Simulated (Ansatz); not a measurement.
# Ligand exchange: GeH2(CH3)I + InH2I → GeH2I2 + InH2(CH3)

Species: GeH2(CH3)I, singlet; InH2I `[InH2][I]`, singlet; GeH2I2 `[I][GeH2][I]`, singlet; InH2(CH3), singlet. The partners trade CH3 for I: Ge–CH3 and In–I bonds give way to Ge–I and In–CH3.

Shapes, held fixed at every level: PBE0-D4/def2-TZVP. Programs: Ansatz 0.2.0. Electronic energies: no zero-point or thermal term.

```csv
level,kind,ΔE (kJ/mol),less CCSD(T)/def2-TZVPP,CPU time (sum over the molecules)
HF/def2-TZVPP,Hartree–Fock,+110.3,+17.7,–
PBE-D4/def2-TZVPP,GGA,+86.0,-6.6,53 s
r2SCAN0-D4/def2-TZVPP,global hybrid,+97.4,+4.8,1.7 min
wB97X-V/def2-TZVPP,range-separated hybrid,+94.1,+1.5,2.4 min
B2PLYP/def2-TZVPP,double hybrid,+93.5,+0.9,2.1 min
CCSD/def2-TZVPP,coupled cluster or CI,+94.9,+2.3,–
CCSD(T)/def2-TZVPP,coupled cluster or CI,+92.6,0.0,12 min
```

The highest level, CCSD(T)/def2-TZVPP, gives ΔE = +92.6 kJ/mol; the levels span +86.0 to +110.3. The column of differences is taken from that level and isn't an error. No measured value is set beside it here. For atoms past krypton def2 sets carry core potentials with scalar relativity. Relativity is left out for Ge unless named. Correlated rows may include outer-core shells of Ge, I, In, which these sets cover unevenly. Times are processor times on shared x86 and Arm servers, and rough.

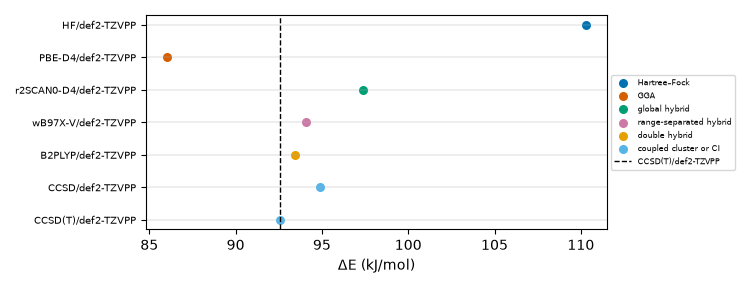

The values of the table, level by level.
